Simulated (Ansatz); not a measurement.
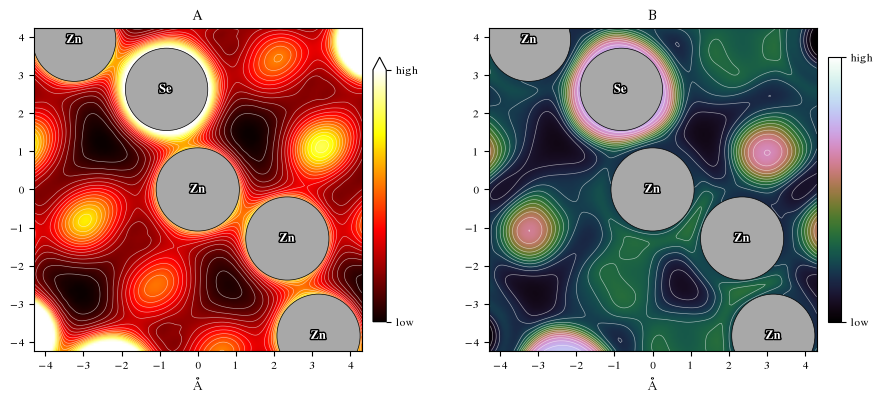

Zn3Se: 2 fields on the (111) plane of the conventional cell, with unlabelled colour scales. Grey discs cover the atomic cores.

Space group P6₃/mmc; a structure generated by program, which may or may not match a known phase.

Computed with DFT PBE, scalar-relativistic, plane waves, PAW in Ansatz.

```
CELL_PARAMETERS angstrom
7.04045 0.00000 0.00000
-3.52023 6.09721 0.00000
0.00000 0.00000 3.59695
ATOMIC_POSITIONS crystal
Zn 0.83725 0.67450 0.25000
Zn 0.16275 0.83725 0.75000
Zn 0.32550 0.16275 0.25000
Zn 0.16275 0.32550 0.75000
Zn 0.83725 0.16275 0.25000
Zn 0.67450 0.83725 0.75000
Se 0.33333 0.66667 0.25000
Se 0.66667 0.33333 0.75000
```

**Which field does each panel show? The fields are: electron localisation function and valence pseudo-density.**

Panel A: valence pseudo-density. Panel B: electron localisation function. From the grid: Zn–Se (2.75 Å): ρ is about 0.27 e/Å³ halfway; the ELF is about 0.45 at the midpoint and 0.15 at its lowest between the atoms.
